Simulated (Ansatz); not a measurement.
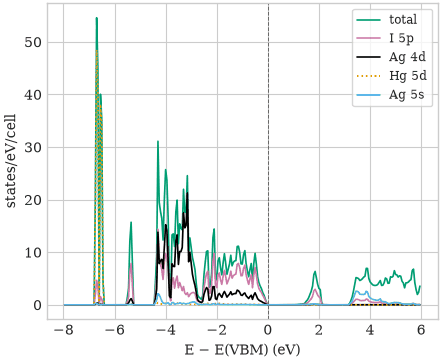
Fig. 1. Total and projected density of states of Ag$_{2}$HgI$_{4}$ in space group I-4 (No. 82; Hg on 2a, Ag on 2b, I on 8g, Ag on 2c), plane-wave PAW LDA (Ansatz code)

**Question.** Which orbitals carry the states next to the gap?

**Answer.** Top 1 eV of the valence band: I 5p 73 %, Ag 4d 22 %. Bottom 1 eV of the conduction band: I 5p 45 %, Hg 6s 41 %, outside the projected shells 5 %. Projections are on Löwdin-orthogonalised atomic valence shells; empty p or d shells of many metals are not among them.

**Question.** Where is the tallest occupied peak in this window, and what makes it?

**Answer.** Near -6.7 eV, about 55 states/eV per cell; the largest projected share is Hg 5d.

The workflow started from an entry of the Crystallography Open Database (COD), which files this formula under 2 space groups. Whether it is the stable phase at ambient conditions was not checked. Symmetry was held in the LDA relaxation; its stability against distortions is not shown here. No spin polarisation was allowed. Scalar-relativistic: spin–orbit coupling is off unless named, which matters more the heavier the elements.

Potentials: the later of the program's two PAW sets.
